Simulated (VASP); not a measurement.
Band structure of TiC (rock salt). Method: PBE GGA with D3 dispersion (Becke-Johnson damping), VASP's PBE PAW potentials (set 64) (plane waves; VASP).

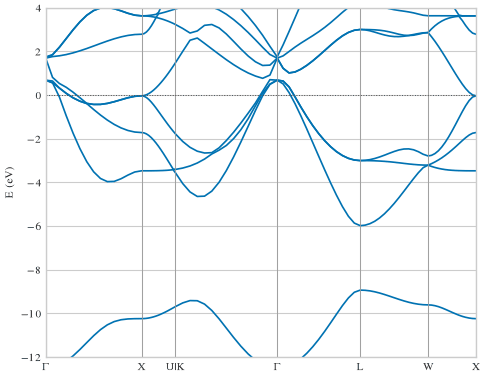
Bands along high-symmetry lines, zero at the valence-band maximum or, without a gap, the Fermi level

**Question.** Read the plot: is there a gap, and where are the band edges?

**Answer.** It has no gap at this level: it comes out as a metal or semimetal. (Edges off the drawn lines would not show.)

The compound is TiC in the rock salt structure. It was relaxed first.
